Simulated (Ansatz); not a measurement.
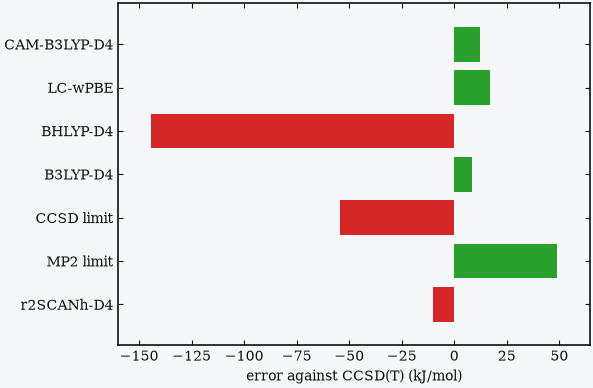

Error in the electronic atomisation energy (method less reference, so positive means overbinding) of OF₂, SMILES FOF: functionals in def2-TZVPP against frozen-core CCSD(T) at the limit (scheme: direct), which gives 383.5 kJ/mol, at a PBE0-D4/def2-TZVP geometry (a minimum by its frequencies), no zero-point or spin-orbit term, the Ansatz code 0.2.0. The reference leaves out core correlation, a term that grows with the number of heavy atoms. No dispersion term is added to LC-wPBE. Limit means the basis limit.

> What range do the values span?

From −144.4 kJ/mol (BHLYP-D4) to 49.0 kJ/mol (MP2 limit).

> Give the values.

```csv
level,kJ/mol
CAM-B3LYP-D4,12.1
LC-wPBE,17.0
BHLYP-D4,−144.4
B3LYP-D4,8.6
CCSD limit,−54.5
MP2 limit,49.0
r2SCANh-D4,−10.0
```
